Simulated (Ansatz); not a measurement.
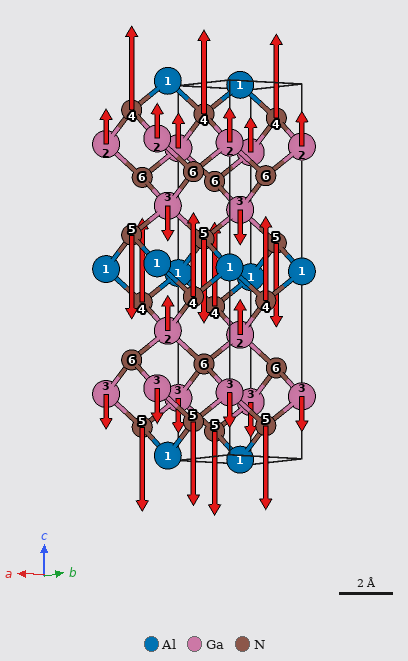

This is a relaxation of crystalline AlGa₂N₃ (a generated structure, set up in I-4m2) (coarse preliminary run). The starting structure is drawn; red arrows show the displacements (the part carried along by the change of the cell is left out), magnified 50 times.

Style: ball-and-stick. Shown: the conventional cell (2 times the calculation's cell), repeated 2 × 1 × 1 with one cell outlined, from a free direction. Lengths and directions refer to the drawn axes.

The calculation used DFT PBE, scalar-relativistic, plane waves, PAW in Ansatz 0.2.0.

The input:
```yaml
crystal:
  lattice:
    - [-1.70133527, 1.70133527, 7.21815423]
    - [1.70133527, -1.70133527, 7.21815423]
    - [1.70133527, 1.70133527, -7.21815423]
  atoms:
    - { symbol: Al, position: [0.5, 0.5, 0.0] }
    - { symbol: Ga, position: [0.83333333, 0.83333333, 0.0] }
    - { symbol: Ga, position: [0.16666667, 0.16666667, 0.0] }
    - { symbol: "N", position: [0.41666667, 0.91666667, 0.5] }
    - { symbol: "N", position: [0.08333333, 0.58333333, 0.5] }
    - { symbol: "N", position: [0.75, 0.25, 0.5] }
basis:
  ecutwfc: 420
kpoints:
  mp_grid: { grid: [8, 8, 8] }
hamiltonian:
  xc: pbe
scf:
  occupations: { method: gaussian, width: 0.1 }
  lower_state_search: "off"
output:
  forces: true
  stress: true
  eigenvalues: true
relax:
  adjacent_minimum: "off"
  f_tol: 0.04
  max_steps: 70
  cell: { stress_tol: 0.4 }
```

Run as
```bash
ansatz run input.yaml --threads 1 --pin off --max-ram 2560MiB --backend cpu --events-out ev --progress --plain --runs-dir out
```

What happened in the run?

Answer. After 4 accepted moves (6 points after the start) the energy has fallen by 232 meV per atom. Largest force component: 0.81 eV/Å at the start, 0.0057 eV/Å at the end. Pressure: −23.27 GPa at the start and −0.01 GPa at the end. The SCF was repeated twice at an unchanged geometry on a basis and grid sized afresh for the cell, which shifted the energy by 2.9 meV per atom at most. The largest moves relative to the cell, 0.065 Å, are those of N4 and N5. N5 goes along −c. By element the largest moves are N 0.065 Å, Ga 0.028 Å. Al stays in place. The volume changes by −18.3 %, with a = b 3.403 → 3.185 Å (−6.4 %), c 14.436 → 13.472 Å (−6.7 %). Near-neighbour distances that change, for instance: Al1–N4 2.084 → 1.911 Å, Ga2–N6 2.084 → 1.964 Å, Ga2–N4 2.084 → 1.970 Å. Among the angles between lasting bonds that change: Al1–N4–Al1 109.5° → 112.8°, N4–Al1–N4 109.5° → 112.8°. The space group stays I-4m2 (No. 119). Cost: 79 s on 1 thread of Intel(R) Xeon(R) Platinum 8488C (Sapphire Rapids), with other jobs on the host, peak memory 0.47 GiB.
